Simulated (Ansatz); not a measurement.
```json
{"atom": "B", "x (Å)": "-0.0183", "y (Å)": "-0.0462", "z (Å)": "0.7358"}
{"atom": "H", "x (Å)": "0.1876", "y (Å)": "-1.2374", "z (Å)": "1.2163"}
{"atom": "H", "x (Å)": "0.9537", "y (Å)": "0.3900", "z (Å)": "0.1431"}
{"atom": "H", "x (Å)": "-1.1106", "y (Å)": "-0.0515", "z (Å)": "0.1902"}
{"atom": "C", "x (Å)": "0.0147", "y (Å)": "0.1117", "z (Å)": "2.3767"}
{"atom": "H", "x (Å)": "-0.7782", "y (Å)": "-0.3932", "z (Å)": "2.9610"}
{"atom": "H", "x (Å)": "1.0042", "y (Å)": "0.0241", "z (Å)": "2.8631"}
{"atom": "H", "x (Å)": "-0.2529", "y (Å)": "1.2023", "z (Å)": "2.2753"}
```

Computed with Ansatz, UKS LDA/def2-SVP.

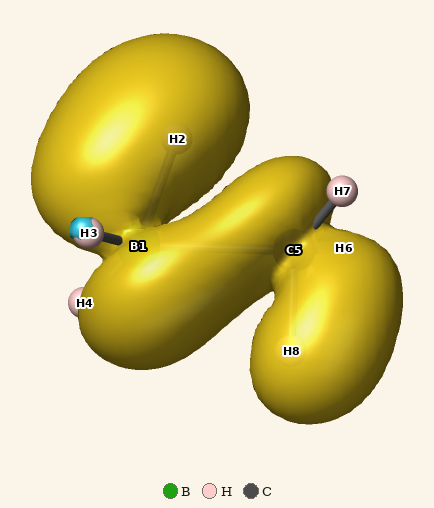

CH6B (doublet). Isosurfaces of the spin density (α minus β) at +0.015 (yellow) and −0.015 e/Å³ (cyan), seen from one side.

Q: Which atoms carry the spin?

A: The unpaired spin (1 electron) lies mostly on B1 (about 0.3), H2 (about 0.3), C5 (about 0.3) and H8 (about 0.1), in electrons by Hirshfeld's partition.
